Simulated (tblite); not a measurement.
## Run report: C7H12OSSi, geometry relaxation (part 1 of 2)

The run: geometry relaxation of C7H12OSSi. Method and program: GFN2-xTB geometry optimisation, gas phase (tblite 0.8.0).

It belongs to a series of runs on one base structure; here: H on C replaced by cPr.

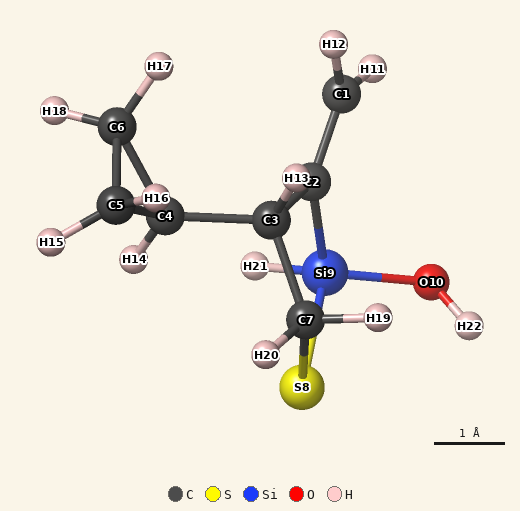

Fig. 1: The structure as given in the input (ball-and-stick view, seen at a tilt; atoms are numbered from 1 in the order of the input).

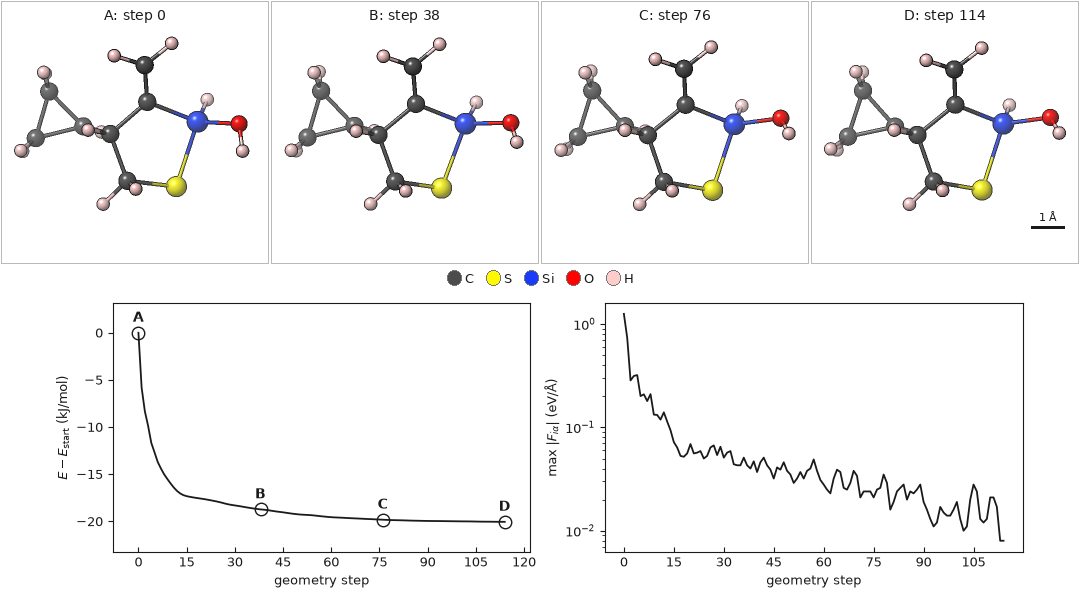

Fig. 2: Frames of the relaxation (ball-and-stick view, seen at a tilt) above the curves, on which the letters mark them (steps are counted from 0).

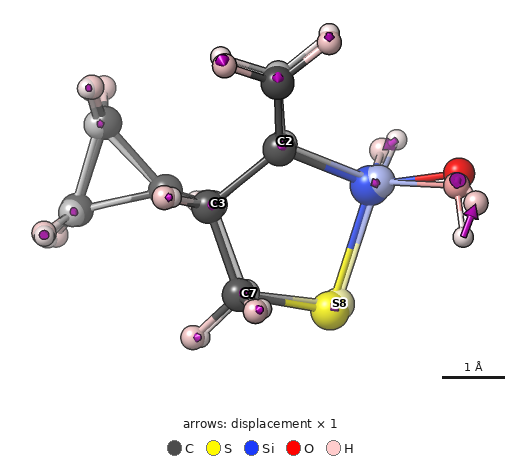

Fig. 3: Start (faint) and end (solid) with the displacements as pink arrows, at true length (ball-and-stick view, seen at a tilt). The two geometries are laid on each other by the best rigid fit. Over 114 geometry steps the energy falls by 20.1 kJ/mol. The largest force component goes from 1.3 to 0.008 eV/Å. H22 moves most after the best rigid fit: 0.60 Å. By element the largest moves are H 0.60 Å, O 0.46 Å, C 0.19 Å, S 0.19 Å, Si 0.17 Å. Among the contacts that change: Si9–H21 1.483 → 1.450 Å, C2–Si9 1.858 → 1.885 Å, C1–C2 1.349 → 1.324 Å, S8–Si9 2.127 → 2.152 Å. Among the angles that change: O10–Si9–H21 113.3° → 102.6°, Si9–O10–H22 114.6° → 122.9°, S8–Si9–O10 106.7° → 114.3°. (Atoms are counted from 1 in the order of the input.)

The input that produced these results follows, with the program's output.

## Input
```
{"job": {"kind": "relax", "xc": "GFN2-xTB", "basis": "xTB"}, "charge": 0, "multiplicity": 1}
C      1.502600     1.243000     0.995300
C      1.121200     0.410600     0.004100
C     -0.157600    -0.409500     0.039500
C     -1.322300     0.282900    -0.687300
C     -2.743300     0.026900    -0.226500
C     -2.108400     1.366400     0.006700
C      0.086100    -1.822500    -0.534200
S      1.101600    -1.742700    -2.053300
Si     2.163800     0.009300    -1.480800
O      3.689100    -0.466300    -1.096400
H      2.432400     1.787900     0.970300
H      0.852200     1.413300     1.860700
H     -0.470300    -0.543000     1.096000
H     -1.151000     0.387300    -1.748100
H     -3.511000    -0.028000    -0.997400
H     -2.924300    -0.608300     0.636100
H     -1.846100     1.633100     1.032600
H     -2.435400     2.201200    -0.591800
H      0.639700    -2.422400     0.206900
H     -0.847200    -2.345400    -0.741900
H      2.122900     1.064100    -2.522000
H      3.794800    -1.418400    -0.974600
```

The first line tells a small driver script what to run in tblite; the rest is the geometry in Å.

Run as:
```bash
OMP_NUM_THREADS=1 python <driver script> task.json out
```

## What the program printed
```
step      E/eV     max force
  0    -820.86085    1.375
  1    -820.92127    1.009
  2    -820.94714    0.336
  3    -820.96299    0.433
  4    -820.98182    0.364
  5    -820.99217    0.234
  6    -821.00282    0.236
  7    -821.01002    0.222
  8    -821.01641    0.221
  9    -821.02158    0.178
 10    -821.02643    0.161
 11    -821.03092    0.160
 12    -821.03468    0.157
 13    -821.03748    0.159
 14    -821.03935    0.109
 15    -821.04043    0.081
 16    -821.04117    0.088
 17    -821.04181    0.064
 18    -821.04238    0.065
 19    -821.04291    0.056
 20    -821.04343    0.073
 21    -821.04400    0.074
 22    -821.04465    0.064
 23    -821.04533    0.063
 24    -821.04603    0.072
 25    -821.04679    0.072
 26    -821.04766    0.084
 27    -821.04862    0.089
 28    -821.04944    0.066
 29    -821.05009    0.070
 30    -821.05062    0.060
 31    -821.05116    0.070
 32    -821.05173    0.066
 33    -821.05239    0.060
 34    -821.05298    0.056
 35    -821.05354    0.049
 36    -821.05408    0.055
 37    -821.05459    0.052
 38    -821.05498    0.044
 39    -821.05533    0.051
 40    -821.05570    0.045
 41    -821.05624    0.058
 42    -821.05681    0.055
 43    -821.05732    0.047
 44    -821.05777    0.043
 45    -821.05822    0.045
 46    -821.05872    0.053
 47    -821.05925    0.051
 48    -821.05973    0.051
 49    -821.06016    0.044
 50    -821.06052    0.039
 51    -821.06079    0.031
 52    -821.06098    0.036
 53    -821.06117    0.037
 54    -821.06141    0.035
 55    -821.06178    0.042
 56    -821.06218    0.048
 57    -821.06258    0.061
 58    -821.06293    0.051
 59    -821.06326    0.042
 60    -821.06355    0.038
 61    -821.06377    0.037
 62    -821.06393    0.033
 63    -821.06408    0.033
 64    -821.06426    0.042
 65    -821.06447    0.041
 66    -821.06465    0.029
 67    -821.06481    0.026
 68    -821.06497    0.030
 69    -821.06514    0.038
 70    -821.06532    0.034
 71    -821.06550    0.025
 72    -821.06565    0.026
 73    -821.06580    0.035
 74    -821.06598    0.035
 75    -821.06616    0.030
 76    -821.06632    0.026
 77    -821.06647    0.026
 78    -821.06662    0.035
 79    -821.06675    0.030
 80    -821.06683    0.017
 81    -821.06691    0.022
 82    -821.06699    0.027
 83    -821.06710    0.033
 84    -821.06722    0.032
 85    -821.06732    0.023
 86    -821.06740    0.027
 87    -821.06747    0.025
 88    -821.06755    0.026
 89    -821.06763    0.028
 90    -821.06770    0.019
 91    -821.06774    0.016
 92    -821.06777    0.014
 93    -821.06780    0.012
 94    -821.06783    0.013
 95    -821.06788    0.018
 96    -821.06793    0.018
 97    -821.06798    0.017
 98    -821.06802    0.015
 99    -821.06807    0.019
100    -821.06812    0.021
101    -821.06815    0.015
102    -821.06818    0.011
103    -821.06821    0.015
104    -821.06826    0.022
105    -821.06834    0.031
106    -821.06842    0.026
107    -821.06847    0.014
108    -821.06849    0.014
109    -821.06852    0.015
110    -821.06855    0.023
111    -821.06860    0.022
112    -821.06863    0.017
113    -821.06865    0.011
114    -821.06866    0.009
```

## Trajectory as extended XYZ (Å, eV, eV/Å), 22 of the 115 frames kept, from step=0 to step=114
```
22
Properties=species:S:1:pos:R:3:forces:R:3 step=0 energy=-820.86085
C     1.5026    1.2430    0.9953   -0.9560  -0.7550  -0.5480
C     1.1212    0.4106    0.0041   -0.0500   0.5560   1.2570
C    -0.1576   -0.4095    0.0395   -0.5150   0.0940   0.4500
C    -1.3223    0.2829   -0.6873    0.0700  -0.1900   0.7010
C    -2.7433    0.0269   -0.2265    0.1700   0.1590  -0.3270
C    -2.1084    1.3664    0.0067    0.2660  -0.1800   0.1580
C     0.0861   -1.8225   -0.5342    0.2580   0.3650   0.5590
S     1.1016   -1.7427   -2.0533   -0.4680  -0.4740  -0.2840
Si    2.1638    0.0093   -1.4808    0.6940   0.4160  -0.4430
O     3.6891   -0.4663   -1.0964   -0.3860  -0.0990  -0.1490
H     2.4324    1.7879    0.9703   -0.1370  -0.0800  -0.0950
H     0.8522    1.4133    1.8607    0.3810  -0.0720  -0.3310
H    -0.4703   -0.5430    1.0960    0.1050   0.0700  -0.3180
H    -1.1510    0.3873   -1.7481   -0.0360   0.0290  -0.0930
H    -3.5110   -0.0280   -0.9974    0.1890  -0.0980   0.2780
H    -2.9243   -0.6083    0.6361    0.1070   0.0830  -0.2630
H    -1.8461    1.6331    1.0326   -0.0260  -0.0960  -0.4150
H    -2.4354    2.2012   -0.5918   -0.0320   0.0560   0.0460
H     0.6397   -2.4224    0.2069   -0.0590   0.1590  -0.2700
H    -0.8472   -2.3454   -0.7419    0.0670   0.1650  -0.1980
H     2.1229    1.0641   -2.5220    0.1880  -0.4900   0.3360
H     3.7948   -1.4184   -0.9746    0.1700   0.3820  -0.0510
22
Properties=species:S:1:pos:R:3:forces:R:3 step=5 energy=-820.99217
C     1.4654    1.2293    0.9850   -0.0800  -0.0400   0.0760
C     1.1024    0.3943    0.0227   -0.0250   0.0860   0.1000
C    -0.1743   -0.4039    0.0680   -0.0490  -0.1010   0.0760
C    -1.3107    0.2777   -0.6681   -0.0130   0.0490   0.0530
C    -2.7260    0.0320   -0.2381   -0.0460   0.0070  -0.0190
C    -2.0918    1.3654    0.0000   -0.0220   0.0090   0.0840
C     0.0886   -1.7928   -0.5097    0.0520  -0.1530  -0.0620
S     1.0542   -1.7550   -2.0668   -0.0530   0.1810  -0.0260
Si    2.1564    0.0061   -1.4827   -0.0390  -0.1980  -0.0540
O     3.6734   -0.4555   -1.1153   -0.0290   0.0160  -0.0570
H     2.3945    1.7656    0.9522    0.0980   0.0720  -0.1110
H     0.8652    1.4100    1.8619   -0.0970  -0.0380   0.0490
H    -0.4773   -0.5394    1.1108   -0.0530   0.0230   0.0790
H    -1.1507    0.3853   -1.7286    0.1410  -0.0130  -0.1860
H    -3.4983   -0.0405   -0.9857    0.0030  -0.0180  -0.1230
H    -2.9093   -0.6032    0.6103    0.0470  -0.1050   0.1420
H    -1.8404    1.6274    1.0139    0.0630   0.0200   0.0800
H    -2.4310    2.2024   -0.5846    0.0200   0.0960  -0.0940
H     0.6495   -2.4091    0.1945    0.0370   0.0430   0.0240
H    -0.8303   -2.3118   -0.7583   -0.2010  -0.0160   0.0260
H     2.1554    1.0277   -2.5091    0.1110  -0.0440  -0.0440
H     3.8248   -1.3925   -0.9786    0.1330   0.1260  -0.0140
22
Properties=species:S:1:pos:R:3:forces:R:3 step=11 energy=-821.03092
C     1.4511    1.2264    0.9992   -0.0510  -0.0670  -0.1040
C     1.0862    0.3837    0.0429    0.0450  -0.0170  -0.0180
C    -0.1908   -0.4159    0.0896    0.0450  -0.0100  -0.0030
C    -1.3072    0.2809   -0.6659    0.0550   0.0080   0.0490
C    -2.7242    0.0330   -0.2393    0.0660   0.0030  -0.0510
C    -2.0909    1.3695    0.0038    0.0780  -0.0240  -0.0390
C     0.0647   -1.8030   -0.5048   -0.0030   0.0290  -0.0330
S     0.9873   -1.7258   -2.0929   -0.0630   0.0860   0.1190
Si    2.1332   -0.0103   -1.4763   -0.0310  -0.1040   0.0150
O     3.6662   -0.4342   -1.1461    0.0380   0.0250  -0.0030
H     2.3758    1.7724    0.9179   -0.0430   0.0450   0.0900
H     0.8465    1.3983    1.8777    0.0630   0.0310  -0.0040
H    -0.5015   -0.5404    1.1339   -0.0270  -0.0360  -0.0230
H    -1.1072    0.3778   -1.7281   -0.0330   0.0160   0.0610
H    -3.4805   -0.0516   -1.0046   -0.0210   0.0110   0.0380
H    -2.8846   -0.6141    0.6120   -0.0360   0.0290  -0.0480
H    -1.8236    1.6315    1.0176   -0.0340  -0.0090  -0.0380
H    -2.4114    2.2121   -0.5903   -0.0060  -0.0180   0.0150
H     0.6610   -2.4037    0.1865   -0.0980  -0.0370  -0.0890
H    -0.8703   -2.3089   -0.7403    0.0280  -0.0560   0.1160
H     2.2104    0.9882   -2.5168   -0.0110   0.0600  -0.0590
H     3.8991   -1.3464   -0.9817    0.0400   0.0330   0.0090
22
Properties=species:S:1:pos:R:3:forces:R:3 step=16 energy=-821.04117
C     1.4460    1.2242    0.9956    0.0150   0.0180   0.0060
C     1.0895    0.3730    0.0452    0.0170  -0.0190   0.0130
C    -0.1898   -0.4229    0.0971    0.0040   0.0070   0.0020
C    -1.2962    0.2816   -0.6617   -0.0100  -0.0060  -0.0180
C    -2.7153    0.0333   -0.2463   -0.0100   0.0160   0.0050
C    -2.0810    1.3695    0.0006   -0.0140   0.0070   0.0020
C     0.0492   -1.8064   -0.5037    0.0010  -0.0220   0.0360
S     0.9509   -1.7067   -2.0935   -0.0210  -0.0560  -0.0640
Si    2.1306   -0.0185   -1.4797   -0.0050   0.0230   0.0130
O     3.6710   -0.4220   -1.1579    0.0150   0.0110  -0.0180
H     2.3618    1.7861    0.9242   -0.0010   0.0060   0.0050
H     0.8500    1.3982    1.8789   -0.0190  -0.0080  -0.0100
H    -0.5131   -0.5496    1.1364    0.0310  -0.0060   0.0200
H    -1.0947    0.3798   -1.7215    0.0000   0.0150  -0.0020
H    -3.4767   -0.0505   -1.0067    0.0190   0.0240  -0.0070
H    -2.8843   -0.6116    0.6046   -0.0130   0.0180  -0.0200
H    -1.8248    1.6321    1.0158   -0.0120  -0.0030   0.0060
H    -2.4038    2.2116   -0.5923    0.0130  -0.0090  -0.0100
H     0.6491   -2.4166    0.1704    0.0390  -0.0540   0.0240
H    -0.8867   -2.3234   -0.7081   -0.0120   0.0230  -0.0100
H     2.2226    0.9806   -2.5244   -0.0460   0.0030   0.0100
H     3.9352   -1.3223   -0.9795    0.0100   0.0130   0.0170
22
Properties=species:S:1:pos:R:3:forces:R:3 step=22 energy=-821.04465
C     1.4463    1.2243    0.9956   -0.0070  -0.0020   0.0160
C     1.0967    0.3635    0.0510   -0.0030   0.0060  -0.0300
C    -0.1842   -0.4299    0.1018    0.0020  -0.0110   0.0270
C    -1.2909    0.2795   -0.6578    0.0200   0.0000   0.0140
C    -2.7142    0.0393   -0.2515    0.0060  -0.0200  -0.0100
C    -2.0767    1.3706   -0.0001    0.0090   0.0070   0.0120
C     0.0499   -1.8168   -0.4969   -0.0150   0.0130  -0.0100
S     0.9331   -1.7134   -2.0992    0.0570   0.0200   0.0200
Si    2.1249   -0.0269   -1.4812    0.0160   0.0050  -0.0490
O     3.6740   -0.4126   -1.1748   -0.0250  -0.0120  -0.0330
H     2.3578    1.7946    0.9292   -0.0120  -0.0230  -0.0110
H     0.8418    1.3959    1.8738   -0.0060   0.0070  -0.0010
H    -0.5023   -0.5543    1.1426   -0.0140  -0.0090   0.0260
H    -1.0896    0.3866   -1.7166    0.0310  -0.0170  -0.0050
H    -3.4707   -0.0372   -1.0163   -0.0010   0.0010  -0.0330
H    -2.8927   -0.6046    0.5964   -0.0190  -0.0130   0.0180
H    -1.8315    1.6321    1.0171    0.0090   0.0130   0.0290
H    -2.3941    2.2105   -0.5977    0.0230   0.0240  -0.0100
H     0.6538   -2.4392    0.1667   -0.0260   0.0380  -0.0090
H    -0.8941   -2.3200   -0.6973   -0.0030  -0.0280   0.0000
H     2.2003    0.9806   -2.5218   -0.0360  -0.0290   0.0290
H     3.9519   -1.3034   -0.9694   -0.0060   0.0300   0.0100
22
Properties=species:S:1:pos:R:3:forces:R:3 step=27 energy=-821.04862
C     1.4419    1.2188    0.9968   -0.0170   0.0050  -0.0320
C     1.1008    0.3522    0.0545   -0.0260  -0.0210   0.0440
C    -0.1794   -0.4403    0.1158   -0.0320  -0.0170  -0.0180
C    -1.2796    0.2766   -0.6447   -0.0090   0.0120  -0.0010
C    -2.7107    0.0444   -0.2613   -0.0010   0.0410   0.0090
C    -2.0668    1.3728    0.0032    0.0080   0.0060  -0.0040
C     0.0434   -1.8239   -0.4930    0.0110  -0.0240  -0.0060
S     0.9286   -1.7228   -2.0964   -0.0320  -0.0390   0.0170
Si    2.1138   -0.0369   -1.4867   -0.0090   0.0010   0.0360
O     3.6719   -0.4011   -1.2198    0.0480   0.0270  -0.0250
H     2.3482    1.7948    0.9275    0.0200   0.0060   0.0100
H     0.8258    1.3944    1.8661    0.0260   0.0040   0.0150
H    -0.4914   -0.5644    1.1594   -0.0200  -0.0150  -0.0190
H    -1.0638    0.3851   -1.7015    0.0100  -0.0090   0.0140
H    -3.4540   -0.0190   -1.0422    0.0280  -0.0210   0.0240
H    -2.9114   -0.5971    0.5854   -0.0030   0.0130  -0.0400
H    -1.8377    1.6372    1.0250    0.0020  -0.0240  -0.0200
H    -2.3637    2.2152   -0.6035    0.0130  -0.0030   0.0220
H     0.6504   -2.4512    0.1601   -0.0090   0.0020   0.0500
H    -0.9030   -2.3259   -0.6872    0.0100  -0.0020  -0.0220
H     2.1524    0.9753   -2.5160    0.0030   0.0590  -0.0670
H     3.9739   -1.2650   -0.9479   -0.0220  -0.0010   0.0110
22
Properties=species:S:1:pos:R:3:forces:R:3 step=33 energy=-821.05239
C     1.4369    1.2176    0.9949    0.0270  -0.0230   0.0170
C     1.1008    0.3374    0.0632    0.0100   0.0150  -0.0150
C    -0.1811   -0.4541    0.1230    0.0090   0.0420   0.0160
C    -1.2719    0.2746   -0.6367    0.0000   0.0030  -0.0310
C    -2.7088    0.0564   -0.2691    0.0140  -0.0250  -0.0180
C    -2.0550    1.3776    0.0045   -0.0140  -0.0180  -0.0010
C     0.0405   -1.8371   -0.4865   -0.0140   0.0170   0.0330
S     0.9277   -1.7380   -2.0842    0.0440  -0.0170  -0.0370
Si    2.1055   -0.0369   -1.4919   -0.0210   0.0220   0.0160
O     3.6755   -0.3851   -1.2631   -0.0370   0.0070  -0.0020
H     2.3456    1.7922    0.9264   -0.0200  -0.0090  -0.0150
H     0.8252    1.3968    1.8671    0.0150  -0.0030  -0.0040
H    -0.4965   -0.5805    1.1641   -0.0180  -0.0100   0.0250
H    -1.0425    0.3819   -1.6898   -0.0150   0.0130  -0.0320
H    -3.4386   -0.0108   -1.0612   -0.0070   0.0260  -0.0020
H    -2.9258   -0.5887    0.5700    0.0080   0.0190   0.0030
H    -1.8378    1.6329    1.0305    0.0130  -0.0070  -0.0030
H    -2.3372    2.2257   -0.6012    0.0170  -0.0080   0.0170
H     0.6415   -2.4590    0.1775   -0.0140  -0.0370   0.0090
H    -0.9057   -2.3351   -0.6903    0.0020  -0.0200   0.0180
H     2.1168    0.9810   -2.5236    0.0090  -0.0200   0.0160
H     3.9747   -1.2295   -0.9299   -0.0090   0.0340  -0.0070
22
Properties=species:S:1:pos:R:3:forces:R:3 step=38 energy=-821.05498
C     1.4398    1.2090    0.9995   -0.0120   0.0140  -0.0030
C     1.1005    0.3261    0.0720   -0.0190   0.0010  -0.0040
C    -0.1817   -0.4638    0.1329   -0.0100  -0.0270  -0.0120
C    -1.2624    0.2721   -0.6364   -0.0030  -0.0130  -0.0010
C    -2.7037    0.0627   -0.2840   -0.0090   0.0150   0.0060
C    -2.0435    1.3769    0.0042    0.0280   0.0110   0.0000
C     0.0373   -1.8497   -0.4739   -0.0010  -0.0110  -0.0160
S     0.9313   -1.7561   -2.0729    0.0030  -0.0220   0.0380
Si    2.0874   -0.0364   -1.4948    0.0010  -0.0060  -0.0270
O     3.6657   -0.3637   -1.3057   -0.0030   0.0080   0.0330
H     2.3414    1.7916    0.9192    0.0190  -0.0080  -0.0020
H     0.8284    1.3957    1.8694    0.0160  -0.0200   0.0270
H    -0.5058   -0.5951    1.1720    0.0050   0.0400  -0.0110
H    -1.0266    0.3852   -1.6881    0.0050  -0.0030  -0.0050
H    -3.4271    0.0075   -1.0825   -0.0110   0.0090  -0.0010
H    -2.9352   -0.5757    0.5555    0.0000  -0.0260  -0.0080
H    -1.8332    1.6239    1.0334    0.0140  -0.0170   0.0150
H    -2.3072    2.2343   -0.5949   -0.0100   0.0040  -0.0180
H     0.6278   -2.4801    0.1937    0.0020   0.0190  -0.0200
H    -0.9084   -2.3465   -0.6832   -0.0140   0.0090   0.0150
H     2.0871    0.9796   -2.5267   -0.0130   0.0030   0.0010
H     3.9778   -1.1780   -0.9153    0.0110   0.0200  -0.0070
22
Properties=species:S:1:pos:R:3:forces:R:3 step=43 energy=-821.05732
C     1.4409    1.2047    1.0004    0.0100  -0.0330  -0.0070
C     1.0932    0.3251    0.0720    0.0110   0.0040  -0.0150
C    -0.1860   -0.4694    0.1321    0.0020   0.0310  -0.0060
C    -1.2609    0.2676   -0.6436   -0.0040   0.0240   0.0010
C    -2.7037    0.0696   -0.2913    0.0020  -0.0130  -0.0080
C    -2.0304    1.3768    0.0034   -0.0430  -0.0180   0.0040
C     0.0337   -1.8582   -0.4671   -0.0030   0.0060   0.0210
S     0.9465   -1.7816   -2.0547   -0.0140   0.0170  -0.0160
Si    2.0731   -0.0340   -1.5007    0.0170  -0.0160   0.0180
O     3.6554   -0.3405   -1.3125    0.0220  -0.0050   0.0350
H     2.3457    1.7830    0.9122   -0.0160  -0.0110   0.0010
H     0.8453    1.3851    1.8834    0.0110  -0.0210  -0.0120
H    -0.5142   -0.5869    1.1711   -0.0010  -0.0080  -0.0070
H    -1.0209    0.3857   -1.6942    0.0010  -0.0180   0.0100
H    -3.4278    0.0244   -1.0905   -0.0010   0.0130   0.0100
H    -2.9381   -0.5765    0.5424   -0.0030   0.0050  -0.0170
H    -1.8197    1.6086    1.0370    0.0150   0.0200  -0.0350
H    -2.2929    2.2383   -0.5922    0.0160  -0.0120   0.0290
H     0.6193   -2.4873    0.2036    0.0060   0.0000   0.0390
H    -0.9138   -2.3522   -0.6757   -0.0040   0.0070  -0.0120
H     2.0673    0.9825   -2.5311   -0.0310  -0.0020  -0.0190
H     3.9778   -1.1454   -0.9104    0.0060   0.0320  -0.0150
```
